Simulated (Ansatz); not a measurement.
All values below come from PBE (plane waves to 420 eV, PAW; Ansatz, a program for electronic structure).

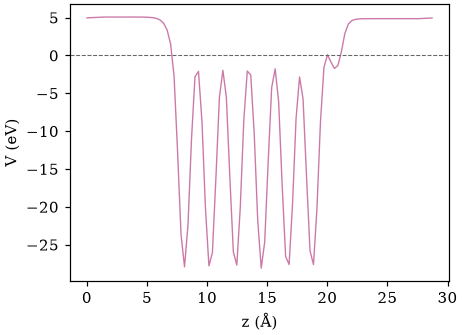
Figure. Planar average of the electrostatic potential across the slab, in eV from the Fermi level, for a constructed model of the (0001) surface of hcp Ru, (√3x√3)R30° layer of Cl, one a cell, in the other hollow (bottom of the slab: a bare face, its two planes held)

Slab: 19 atoms, 12.8 Å thick at the start; k 9x9x1, smearing 0.1 eV, dipole-corrected; 6 atoms held, the rest relaxed; start symmetry kept, larger cells not searched; no spin, no spin-orbit, no U. In PBE it is, or lies within 0.01 eV a 1x1 cell of, the lowest of the 2 structures of its composition computed so far; larger cells were not tried.

The vacuum level lies 4.86 eV above the Fermi level over the top face and 5.08 eV above it under the bottom face.
